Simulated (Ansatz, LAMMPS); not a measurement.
# Static equation of state of glassy 59SiO2-21CaO-14ZnO-7Cr2O3 (mol %) (81 atoms)

Density of this cell: 3.05 g/cm³. The cell holds 81 atoms: 17 Si, 6 Ca, 4 Zn, 4 Cr and 50 O. Its edges and angles: a = 10.531 Å, b = 10.071 Å, c = 10.215 Å, α = 88.4°, β = 90.1°, γ = 91.7°. The starting structure: 81 atoms (17 Si, 6 Ca, 4 Zn, 4 Cr, 50 O) placed at random at 2.92 g/cm³, melted at 4000 K for 10 ps at fixed volume with the Morse and Coulomb pair potential with partial charges (Pedone, Malavasi, Menziani, Cormack and Segre, J. Phys. Chem. B 110, 11780 (2006)). Quenched from 4000 K to 300 K at 20 K/ps and fixed volume, held 10 ps at zero pressure.

Calculated with Ansatz 0.2.0: Kohn-Sham DFT, PBE, PAW (set soft_2), plane waves; cutoff 420 eV, Γ point, gaussian smearing of 0.025 eV, spin polarised, started with 3 moments up and 1 down in a pattern of our own, ending at 6.0 μB in the cell. Cell and atoms were relaxed first, to V0 = 13.363 Å³ an atom at a residual P0 = 0.007 GPa. The cell was then scaled evenly, and the atoms were relaxed at each volume.

| volume (Å³/atom) | pressure (GPa) |
| --- | --- |
| 12.026 | 7.636 |
| 12.561 | ? |
| 12.962 | 2.121 |
| 13.764 | -1.859 |
| 14.164 | -3.003 |

Task: Fit the third-order Birch–Murnaghan equation to the rows given and interpolate to the withheld row.

**Working.**

Take the Eulerian strain f = ½[(V0/V)^(2/3) − 1] and the normalised pressure F = (P − P0) / [3f(1 + 2f)^(5/2)]. The third-order Birch–Murnaghan equation is then the line F = B0 + (3/2)B0(B′ − 4) f, so u = f and v = F.

| u = f | v = F (GPa) |
| --- | --- |
| 0.0363831 | 58.6326 |
| 0.0102568 | 65.2980 |
| -0.00975623 | 66.9967 |
| -0.0190506 | 58.0549 |

With n = 4: mean u = 0.00445825, mean v = 62.2455, Σ(u − ū)² = 0.0018075, Σ(u − ū)(v − v̄) = -0.066663. Slope b = -0.066663 / 0.0018075 = -36.881; intercept a = v̄ − b ū = 62.410.

So B0 = a = 62.4 GPa and B′ = 4 + 2b/(3a) = 3.61. At the withheld volume f = 0.02106, F = a + b f = 61.63 GPa, and P = P0 + 3f(1 + 2f)^(5/2) F.

Prediction at 12.561: 4.324 GPa. The run gave 4.380 GPa, so the fit is low by 0.056 GPa (1.3 % of the value).

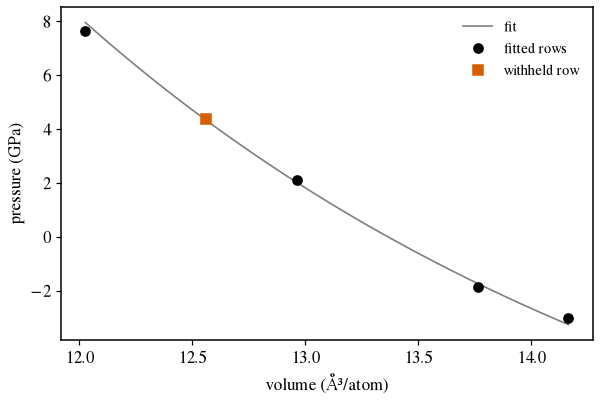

The fit, the rows that it rests on and the withheld row.

The series isn't one smooth equation of state: even a line fitted to all rows, the withheld one included, misses F by up to 8.7 % and the count of bonds changes along the series. B0 and B′ are then only the numbers of this fit, not moduli of the material. Among the rows given, the largest miss of the fit is at 12.026, by 0.32 GPa (3.0 % of the range of the table).

Limits: Static cells at zero temperature; the cell shape is held. The program notes that the SCF threshold of these relaxations is loose for the stress. The quench rate of 20 K/ps is many orders above laboratory rates, so the cell is likely richer in defects and strain than a real sample. The network of bonds at the start is that of the classical potential that made the cell, and needn't be the one that DFT or experiment would give. Without a Hubbard term or exact exchange, open shells on Cr are likely too delocalised. Only the Γ point is sampled, in a cell whose shortest periodic width is 10 Å.

[Hosts, paths, dates, database ids (printed as entryN), source tags and the programs' standing remarks are cut or masked in the printed files.]
